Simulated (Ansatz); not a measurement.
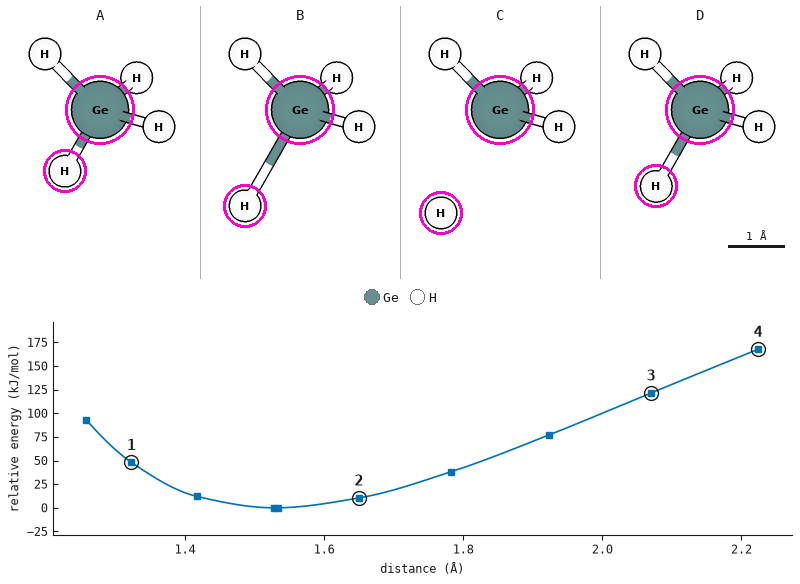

A scan of GeH4: one Ge–H bond length is varied, with the rest of the molecule carried along rigidly. The frames are shuffled; the numbered points of the plot belong to them. The picture is a ball-and-stick view, seen at a tilt. The ringed atoms are those of the scanned coordinate.

Level of theory: CCSD(T) (def2-TZVPP, Ansatz), on geometries moved rigidly from the minimum at PBE0-D4/def2-TZVP. Coupled cluster with a frozen core. Energies are counted from the PBE0-D4/def2-TZVP minimum geometry at the same level.

Q: Which frame belongs to which numbered point?

A: Point 1 is frame A (the distance 1.323 Å, 48.0 kJ/mol); 2 is frame D (the distance 1.650 Å, 10.4 kJ/mol); 3 is frame B (the distance 2.070 Å, 121.5 kJ/mol); 4 is frame C (the distance 2.224 Å, 167.7 kJ/mol). The lowest computed point lies at the distance 1.528 Å (0.0 kJ/mol). The end points stand at 92.8 kJ/mol (1.258 Å) and 167.7 kJ/mol (2.224 Å). The curvature at the lowest point is about 18 eV/Å² (2.8 mdyn/Å). The well is steeper on the short side, as for any bond. At 2.224 Å the mean-field solution behind CCSD(T) isn't stable (a lower one of broken symmetry exists), so those energies are less reliable.
